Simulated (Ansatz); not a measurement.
Breaking the Ge1–F2 bond in ClFGeH2 (SMILES [F][GeH2][Cl]) (multiplicity 1 held, fragments rigid). Energies count from the point at 1.741 Å.
Geometry at that point (charge 0, multiplicity 1):
```xyz
5

Ge    -0.487    -0.288     0.042
F     -1.170     1.314     0.034
Cl     1.644    -0.041    -0.108
H     -0.826    -0.911     1.396
H     -0.999    -0.997    -1.212
```

Restricted levels (R-, RO-) in cc, def2 and unpolarised 6-31G sets keep to the state of the molecule at rest. Unrestricted levels (U-) break spin symmetry where that is lower. Levels need not reach the same state.

Frozen-core correlation. Filled d and f shells under p-block atoms count as core.

Run with Ansatz (a first-principles code) with Gaussian orbitals. Values without a source in brackets are computed.

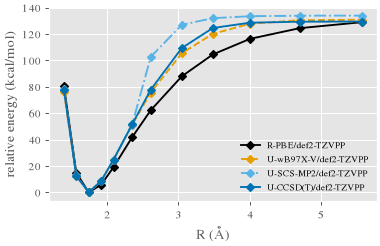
Figure: Relative energy along the coordinate

Read off the R-PBE/def2-TZVPP curve at R = 2.612.

about 62 kcal/mol

Doubts at one or more of the structures used: a restricted determinant that unrestricted orbitals would lower (R-PBE/def2-TZVPP); a spin-contaminated determinant (U-wB97X-V/def2-TZVPP, U-SCS-MP2/def2-TZVPP, U-CCSD(T)/def2-TZVPP); T1 above 0.05 (U-CCSD(T)/def2-TZVPP).
